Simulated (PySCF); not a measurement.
C3H9NSi, SMILES `C=C(C)[SiH2]N`.

Method: CAM-B3LYP/6-31G*; geometry: GFN2-xTB; program: PySCF. No frequency check shows the geometry to be a minimum. Without diffuse functions Rydberg states are missing, so the states' numbers hold for this basis only.

Geometry (Å), atoms numbered from 1:

```
C1       1.2965   -1.4157   -0.0700
C2       0.9039   -0.1490   -0.0524
C3       1.8608    0.9431    0.3237
Si4     -0.8828    0.3484   -0.4793
N5      -2.0873   -0.2076    0.6283
H6       2.3035   -1.7164    0.1837
H7       0.6271   -2.2149   -0.3454
H8       2.8355    0.5442    0.6003
H9       1.4669    1.5198    1.1600
H10      1.9876    1.6282   -0.5140
H11     -0.9870    1.8083   -0.4411
H12     -1.2600   -0.2318   -1.7689
H13     -2.2832   -1.1953    0.6628
H14     -2.0876    0.1628    1.5656
```

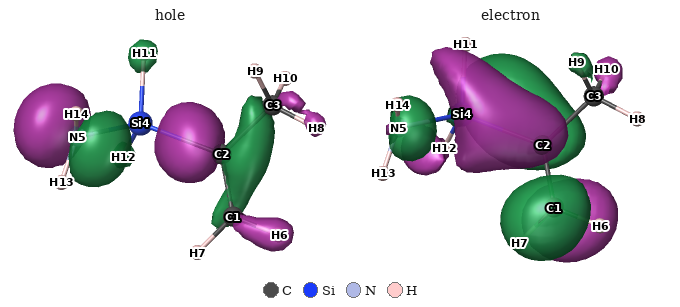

Leading natural transition orbital pair of S₁ (full linear response singlet states); the surfaces enclose about 70 % of each orbital's density.

Where does the state lie, and where do hole and electron sit?

Answer. 6.07 eV (204 nm), f = 0.028; the leading pair carries 97 %; hole on N5 (42 %), C2 (19 %) and Si4 (13 %), electron on Si4 (26 %), C1 (24 %) and C2 (19 %); their centroids lie 1.0 Å apart. In canonical orbitals it is mainly HOMO → LUMO (73 %). The HOMO–LUMO gap is 9.50 eV.

Run time: 11 min on 1 thread of Intel(R) Xeon(R) Processor @ 2.50GHz (Skylake/Cascade Lake) (shared host), peak memory 0.68 GiB.
